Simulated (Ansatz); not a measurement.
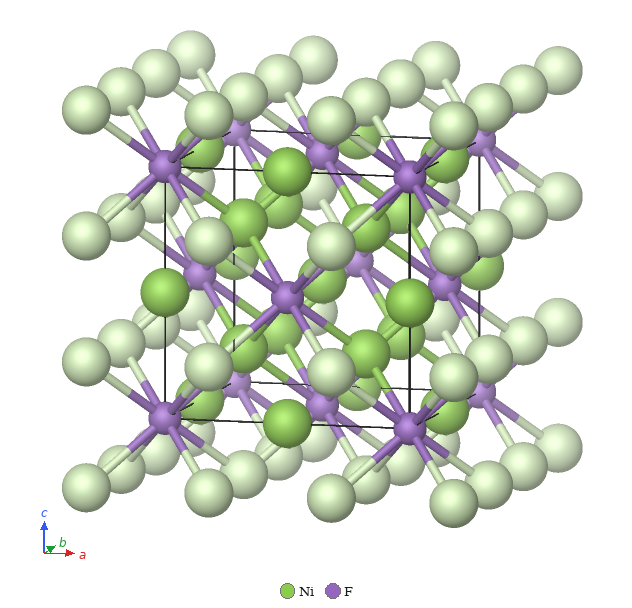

Ball-and-stick drawing of the structure, looking slightly off an axis. The conventional unit cell is outlined; an atom on or near a face, edge or corner is repeated at each equivalent position. The bonded neighbours beyond the faces are included, in fainter colours.

The composition is Ni₃F.

To which structure type does it belong?

D0₃ (BiF₃ or Fe₃Al type).

State the coordination numbers.

Going by the bonds shown, the numbers of neighbours are Ni 0 to 4 (mean 2.7) and F 8. Not all metal-metal contacts are counted.

Its origin is a textbook structure type filled with these elements (whether it is the usual form wasn't checked). The geometry is the end of a relaxation with Ansatz 0.2.0, DFT PBE, scalar-relativistic, plane waves, PAW.
